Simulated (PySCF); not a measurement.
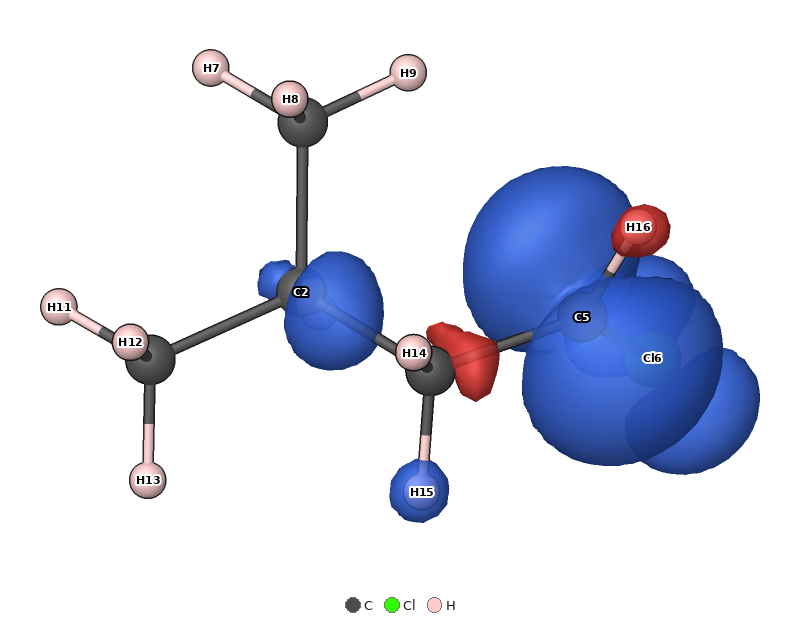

The picture shows: C₅H₁₀Cl (SMILES CC(C)C[CH]Cl) (doublet). Isosurfaces of the spin density at +0.03 (blue) and −0.03 e/Å³ (red), seen across its widest extent.

Geometry: GFN2-xTB.

The calculation used UKS B3LYP, pcH-1 on C Cl H, non-relativistic, mean-field spin-orbit, GIAO (PySCF).

```xyz
16

C    -0.4769    1.2838    0.5928
C    -0.3475    0.0885   -0.3447
C    -1.6234   -0.7456   -0.3325
C     0.8606   -0.8001    0.0587
C     2.1547   -0.0970    0.0275
Cl    2.8134    0.3638   -1.4683
H    -1.3346    1.8917    0.3134
H    -0.6124    0.9490    1.6192
H     0.4126    1.9073    0.5465
H    -0.1694    0.4531   -1.3614
H    -2.4746   -0.1392   -0.6343
H    -1.8149   -1.1296    0.6673
H    -1.5442   -1.5882   -1.0157
H     0.6942   -1.1792    1.0689
H     0.8829   -1.6471   -0.6340
H     2.5717    0.3979    0.8852
```

Question: Describe the spin distribution.

Answer: The unpaired spin (1 electron) lies mostly on C5 (about 0.7) and Cl6 (about 0.2), in electrons by Hirshfeld's partition.
